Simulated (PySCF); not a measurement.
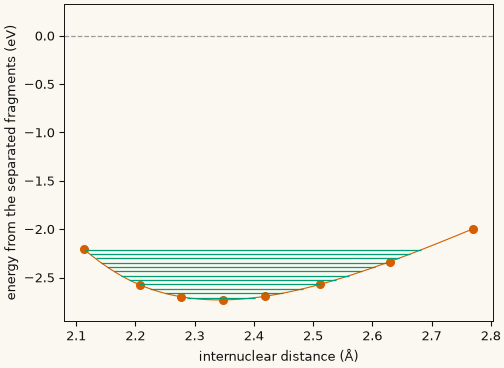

Bond curve of a diatomic species. CCSD, Gaussian basis with PySCF, UHF. One reference determinant with the occupation held, the lowest that a PBE0 search over spins and occupations found; no spin-orbit coupling. Zero is the separated fragments in their ground configurations, without counterpoise. Horizontal lines: vibrational levels from ωe and ωexe, starting at v = 0.

Q: Which species is it?
A. ZnCl⁺, singlet
B. SbCl, triplet
C. CH, doublet

A: Option B, SbCl, triplet (excess alpha electrons: πx +1, πy +1). A fit to the curve gives re = 2.342 Å, ωe = 377 cm⁻¹, ωexe = 1.2 cm⁻¹, De = 2.73 eV (CCSD/def2-TZVPP (ECP)).

Note: lowest determinant of a PBE0 search, another state may lie lower.
